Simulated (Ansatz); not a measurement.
# AlNH$_{5}$ClO$_{2}$: nudged elastic band (part 1 of 2)

AlNH$_{5}$ClO$_{2}$, computed with RKS PBE-D4/cc-pVDZ (Ansatz 0.2.0).

It belongs to a series of runs on one base structure; here: band between the two ends. Figures and captions count atoms from 1; the log counts them from 0 in places.

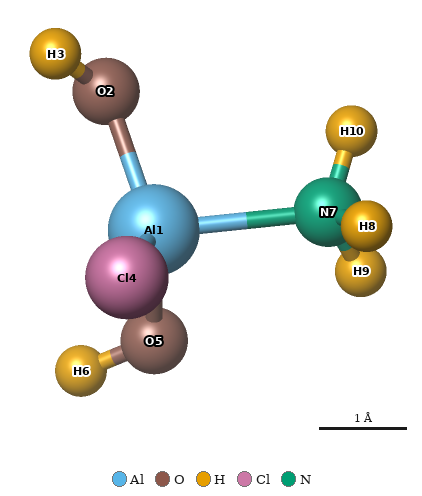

Fig. 1: The starting structure (ball-and-stick view, seen at a tilt; atoms are numbered from 1 in the order of the input). Sticks mark near contacts.

Summary

- outcome: converged
- barrier, forward: 0.860 eV
- barrier, backward: 0.016 eV
- hardware: 2 threads of Intel Xeon (Sapphire Rapids), 32 GiB of memory available, shared host
- wall time: 3.7 min (CPU time 7.2 min)
- peak memory: 0.17 GiB

Notes

The order of the saddle point was not checked.

The input
```yaml
crystal:
  periodic: [false, false, false]
  atoms:
    - { symbol: Al, position_ang: [-0.128894, 0.100883, 0.428104] }
    - { symbol: O, position_ang: [-0.471865, -0.530085, 2.034589] }
    - { symbol: H, position_ang: [0.042422, -1.309188, 2.310247] }
    - { symbol: Cl, position_ang: [1.713318, -0.644644, -0.478114] }
    - { symbol: O, position_ang: [-1.448069, 0.563678, -0.638672] }
    - { symbol: H, position_ang: [-2.014408, -0.133938, -1.01042] }
    - { symbol: "N", position_ang: [0.361438, 2.040172, 0.825144] }
    - { symbol: H, position_ang: [1.3302, 2.264715, 0.556314] }
    - { symbol: H, position_ang: [-0.269652, 2.655805, 0.290067] }
    - { symbol: H, position_ang: [0.251009, 2.260603, 1.825542] }
basis:
  gaussian: { orbitals: cc-pVDZ }
hamiltonian:
  xc: pbe
  dispersion: d4
neb:
  order_check: false
  images: 9
  f_tol: 0.05
  max_iterations: 60
  spring: 20.0
  final_atoms:
    - { symbol: Al, position_ang: [0.07866294, 0.39516509, 0.06966307] }
    - { symbol: O, position_ang: [0.08825316, -0.09458576, 2.02964839] }
    - { symbol: H, position_ang: [-0.81902309, -0.32374079, 2.32340689] }
    - { symbol: Cl, position_ang: [1.65840517, -0.69679517, -0.90426469] }
    - { symbol: O, position_ang: [-1.60306148, 0.12618892, -0.34441218] }
    - { symbol: H, position_ang: [-1.80296886, -0.48538825, -1.07411737] }
    - { symbol: "N", position_ang: [0.43872534, 2.09274682, 0.76432644] }
    - { symbol: H, position_ang: [1.37956955, 2.48536904, 0.63496276] }
    - { symbol: H, position_ang: [-0.22771764, 2.83871956, 0.5251482] }
    - { symbol: H, position_ang: [0.1746539, 0.93032154, 2.1184395] }
  initial_path:
    images:
      - { positions_ang: [[-0.128894, 0.100883, 0.428104], [-0.471865, -0.530085, 2.034589], [0.042422, -1.309188, 2.310247], [1.713318, -0.644644, -0.478114], [-1.448069, 0.563678, -0.638672], [-2.014408, -0.133938, -1.01042], [0.361438, 2.040172, 0.825144], [1.3302, 2.264715, 0.556314], [-0.269652, 2.655805, 0.290067], [0.251009, 2.260603, 1.825542]] }
      - { positions_ang: [[-0.11366676, 0.08401323, 0.33805811], [-0.37450779, -0.43346518, 2.04884145], [-0.14512114, -1.10683425, 2.34114662], [1.73866022, -0.52300561, -0.62248442], [-1.48248604, 0.47332456, -0.68299254], [-2.04373645, -0.25055538, -0.94015946], [0.39632293, 2.03702824, 0.80406636], [1.33163342, 2.23610613, 0.72635925], [-0.21265707, 2.70181608, 0.30950724], [0.27105768, 2.0495732, 1.8204584]] }
      - { positions_ang: [[-0.09843953, 0.06714346, 0.24801222], [-0.27715057, -0.33684537, 2.06309389], [-0.33266429, -0.90448051, 2.37204624], [1.76400244, -0.40136723, -0.76685484], [-1.51690308, 0.38297111, -0.72731308], [-2.07306491, -0.36717277, -0.86989893], [0.43120786, 2.03388448, 0.78298871], [1.33306684, 2.20749725, 0.8964045], [-0.15566214, 2.74782715, 0.32894749], [0.29110637, 1.83854341, 1.81537479]] }
      - { positions_ang: [[-0.08321229, 0.0502737, 0.15796633], [-0.17979336, -0.24022555, 2.07734634], [-0.52020743, -0.70212676, 2.40294586], [1.78934466, -0.27972884, -0.91122525], [-1.55132012, 0.29261767, -0.77163361], [-2.10239336, -0.48379015, -0.79963839], [0.46609279, 2.03074071, 0.76191107], [1.33450027, 2.17888838, 1.06644975], [-0.09866721, 2.79383823, 0.34838773], [0.31115505, 1.62751361, 1.81029119]] }
      - { positions_ang: [[-0.06798506, 0.03340393, 0.06792043], [-0.08243615, -0.14360573, 2.09159878], [-0.70775057, -0.49977301, 2.43384547], [1.81468688, -0.15809045, -1.05559567], [-1.58573716, 0.20226423, -0.81595415], [-2.13172181, -0.60040753, -0.72937786], [0.50097772, 2.02759695, 0.74083343], [1.33593369, 2.1502795, 1.236495], [-0.04167228, 2.8398493, 0.36782798], [0.33120374, 1.41648381, 1.80520758]] }
      - { positions_ang: [[-0.05275782, 0.01653416, -0.02212546], [0.01492107, -0.04698591, 2.10585123], [-0.89529371, -0.29741926, 2.46474509], [1.8400291, -0.03645206, -1.19996609], [-1.6201542, 0.11191078, -0.86027469], [-2.16105026, -0.71702492, -0.65911732], [0.53586265, 2.02445319, 0.71975579], [1.33736711, 2.12167063, 1.40654025], [0.01532265, 2.88586038, 0.38726822], [0.35125242, 1.20545401, 1.80012398]] }
      - { positions_ang: [[-0.02647367, 0.09226035, -0.00376775], [0.02958749, -0.05650588, 2.09061066], [-0.88003959, -0.30268357, 2.43647745], [1.80370432, -0.16852068, -1.14082581], [-1.61673566, 0.11476641, -0.75710219], [-2.08943398, -0.67069758, -0.74211733], [0.51643518, 2.03811192, 0.72866992], [1.3458076, 2.19441031, 1.25222475], [-0.0332854, 2.87643221, 0.41484422], [0.31593272, 1.15042752, 1.86378708]] }
      - { positions_ang: [[-0.00018952, 0.16798653, 0.01458995], [0.0442539, -0.06602585, 2.07537009], [-0.86478546, -0.30794787, 2.40820981], [1.76737953, -0.30058931, -1.08168553], [-1.61331711, 0.11762204, -0.65392969], [-2.0178177, -0.62437025, -0.82511734], [0.49700772, 2.05177064, 0.73758405], [1.35424809, 2.26714999, 1.09790925], [-0.08189346, 2.86700405, 0.44242021], [0.28061301, 1.09540102, 1.92745019]] }
      - { positions_ang: [[0.02609464, 0.24371272, 0.03294766], [0.05892032, -0.07554582, 2.06012952], [-0.84953134, -0.31321218, 2.37994217], [1.73105474, -0.43265793, -1.02254525], [-1.60989857, 0.12047767, -0.55075719], [-1.94620142, -0.57804292, -0.90811735], [0.47758026, 2.06542937, 0.74649818], [1.36268858, 2.33988968, 0.94359376], [-0.13050152, 2.85757589, 0.46999621], [0.24529331, 1.04037453, 1.99111329]] }
      - { positions_ang: [[0.05237879, 0.3194389, 0.05130537], [0.07358674, -0.08506579, 2.04488896], [-0.83427721, -0.31847648, 2.35167453], [1.69472996, -0.56472655, -0.96340497], [-1.60648002, 0.1233333, -0.44758468], [-1.87458514, -0.53171558, -0.99111736], [0.4581528, 2.07908809, 0.75541231], [1.37112906, 2.41262936, 0.78927826], [-0.17910958, 2.84814772, 0.49757221], [0.2099736, 0.98534803, 2.05477639]] }
      - { positions_ang: [[0.07866294, 0.39516509, 0.06966307], [0.08825316, -0.09458576, 2.02964839], [-0.81902309, -0.32374079, 2.32340689], [1.65840517, -0.69679517, -0.90426469], [-1.60306148, 0.12618892, -0.34441218], [-1.80296886, -0.48538825, -1.07411737], [0.43872534, 2.09274682, 0.76432644], [1.37956955, 2.48536904, 0.63496276], [-0.22771764, 2.83871956, 0.5251482], [0.1746539, 0.93032154, 2.1184395]] }
```

Run as:
```bash
ansatz run input.yaml --threads 2 --pin off --max-ram 3072MiB --backend cpu --events-out ev --progress --plain --runs-dir out
```

Log
```
Engine: ansatz 0.2.0, x86_64-unknown-linux-gnu
Functional definition: PBE
  parameter kappa = 0.804
  parameter beta = 0.06672455060314922
  exchange = pbe_x(kappa = kappa, mu = beta*pi^2/3)
  correlation = pbe_c(beta = beta)
1275 factors; their error is unknown
mean field evaluation 1: about -24760.0743 eV, gradient 9.5e1 eV
mean field evaluation 2: about -24687.6689 eV, gradient 2.0e2 eV
mean field evaluation 4: about -24775.8191 eV, gradient 1.6e1 eV
mean field evaluation 8: about -24776.2962 eV, gradient 1.6e-1 eV
mean field evaluation 16: about -24776.2243 eV, gradient 1.7e-4 eV
mean field -24776.22432416 eV, -910.5094499848 hartree, gradient 4.7e-5 eV, S^2 0.000000; 0 other end points of the search recorded, 0 dependent functions left out
the calculation of the forces begins
reference -24776.22436904 eV, -910.5094516342 hartree; 29, 29 occupied and 74, 74 virtual orbitals, 1275 factors
1275 factors; their error is unknown
mean field evaluation 32: about -24775.3821 eV, gradient 1.3e-3 eV
mean field -24775.38212232 eV, -910.4784996381 hartree, gradient 6.0e-5 eV, S^2 0.000000; 0 other end points of the search recorded, 0 dependent functions left out
[... from here on the field's lines of each further geometry are left out, up to the last ...]
NEB iter   1: max|band force component| = 5.228e1 eV/Å  barrier→ = 7.1214 eV  barrier← = 6.2779 eV  Δτ_max = 0.2000 Å  (302 SCF iters)
NEB iter   2: max|band force component| = 1.592e1 eV/Å  barrier→ = 2.0027 eV  barrier← = 1.1592 eV  Δτ_max = 0.2000 Å  (306 SCF iters)
NEB iter   3: max|band force component| = 7.892e0 eV/Å  barrier→ = 1.2790 eV  barrier← = 0.4355 eV  Δτ_max = 0.2000 Å  (283 SCF iters)
NEB iter   4: max|band force component| = 2.732e0 eV/Å  barrier→ = 1.0513 eV  barrier← = 0.2078 eV  Δτ_max = 0.2000 Å  (267 SCF iters)
NEB iter   5: max|band force component| = 1.410e0 eV/Å  barrier→ = 0.9986 eV  barrier← = 0.1551 eV  Δτ_max = 0.1993 Å  (282 SCF iters)
NEB iter   6: max|band force component| = 1.184e0 eV/Å  barrier→ = 1.0075 eV  barrier← = 0.1640 eV  Δτ_max = 0.1915 Å  (271 SCF iters)
NEB iter   7: max|band force component| = 9.685e-1 eV/Å  barrier→ = 0.9424 eV  barrier← = 0.0989 eV  Δτ_max = 0.1866 Å  (274 SCF iters)
NEB iter   8: max|band force component| = 5.326e-1 eV/Å  barrier→ = 0.9265 eV  barrier← = 0.0830 eV  Δτ_max = 0.2000 Å  (268 SCF iters)
NEB iter   9: max|band force component| = 1.184e0 eV/Å  barrier→ = 0.8667 eV  barrier← = 0.0232 eV  Δτ_max = 0.1005 Å  (271 SCF iters)
NEB iter  10: max|band force component| = 5.099e-1 eV/Å  barrier→ = 0.8631 eV  barrier← = 0.0196 eV  Δτ_max = 0.1981 Å  (258 SCF iters)
NEB iter  11: max|band force component| = 5.212e-1 eV/Å  barrier→ = 0.8617 eV  barrier← = 0.0182 eV  Δτ_max = 0.1000 Å  (270 SCF iters)
NEB iter  12: max|band force component| = 2.210e-1 eV/Å  barrier→ = 0.8633 eV  barrier← = 0.0198 eV  CI = image 9  Δτ_max = 0.0709 Å  (261 SCF iters)
NEB iter  13: max|band force component| = 2.547e-1 eV/Å  barrier→ = 0.8617 eV  barrier← = 0.0182 eV  CI = image 9  Δτ_max = 0.0352 Å  (266 SCF iters)
NEB iter  14: max|band force component| = 9.701e-2 eV/Å  barrier→ = 0.8599 eV  barrier← = 0.0164 eV  CI = image 9  Δτ_max = 0.0246 Å  (267 SCF iters)
NEB iter  15: max|band force component| = 5.765e-2 eV/Å  barrier→ = 0.8598 eV  barrier← = 0.0163 eV  CI = image 9  Δτ_max = 0.0280 Å  (258 SCF iters)
NEB iter  16: max|band force component| = 5.938e-2 eV/Å  barrier→ = 0.8599 eV  barrier← = 0.0164 eV  CI = image 9  Δτ_max = 0.0095 Å  (254 SCF iters)
the calculation of the forces begins
reference -24775.60452888 eV, -910.4866729283 hartree; 29, 29 occupied and 74, 74 virtual orbitals, 1275 factors
1275 factors; their error is unknown
mean field -24775.36561609 eV, -910.4778930452 hartree, gradient 1.3e-5 eV, S^2 0.000000; 1 other end points of the search recorded, 0 dependent functions left out
the calculation of the forces begins
reference -24775.36566010 eV, -910.4778946628 hartree; 29, 29 occupied and 74, 74 virtual orbitals, 1275 factors
NEB iter  17: max|band force component| = 3.674e-2 eV/Å  barrier→ = 0.8599 eV  barrier← = 0.0164 eV  CI = image 9  Δτ_max = 0.0000 Å  (498 SCF iters)
```
